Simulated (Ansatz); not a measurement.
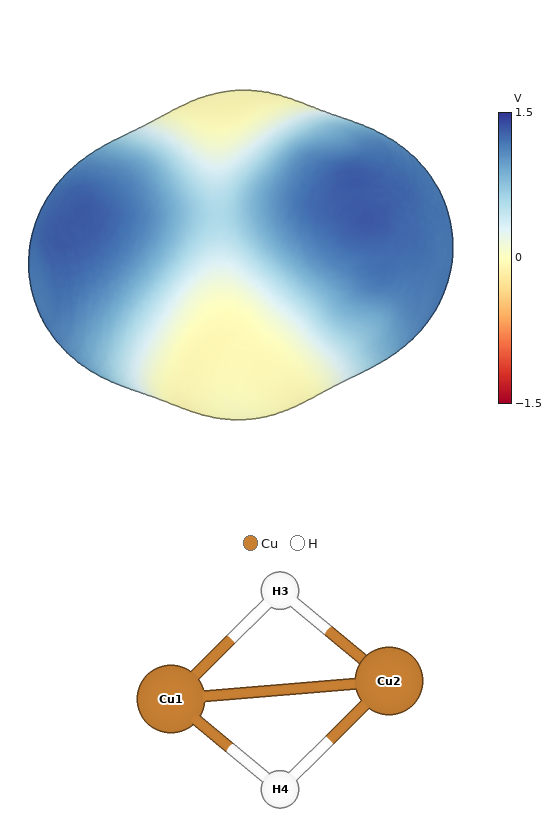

Cu₂H₂ (triplet). The molecular electrostatic potential painted on the density surface at 0.004 e/bohr³, seen at a tilt; the colour scale runs from red (negative) to blue (positive). The bare structure is drawn below in the same view.

Geometry: PBE0-D4/def2-TZVP.

Method: UKS PBE0-D4/def2-TZVP in Ansatz.

The calculation's input:

```
crystal:
  periodic: [false, false, false]
  atoms:
    - {symbol: Cu, position_ang: [1.051071, 0.272503, -0.512295]}
    - {symbol: Cu, position_ang: [-1.051123, -0.272468, 0.512281]}
    - {symbol: H, position_ang: [-0.291142, -0.625176, -0.929923]}
    - {symbol: H, position_ang: [0.291193, 0.625141, 0.929937]}
basis:
  gaussian: {orbitals: def2-TZVP, initial_orbitals: start.molden}
magnetization: {spin_polarized: true, initial_magnetization: 2}
hamiltonian: {xc: pbe0, dispersion: d4}
output: {orbitals: {seedname: orbitals}}
```

Launched as:

```sh
ansatz run in.yaml --threads 4 --pin off --events-out ev --progress --plain --max-ram 3916MiB
```

Q: Describe the electrostatic potential map.

A: The most negative region (about −0.1 V) lies over H3 and H4, the most positive (about +1.3 V) over Cu1 and Cu2.
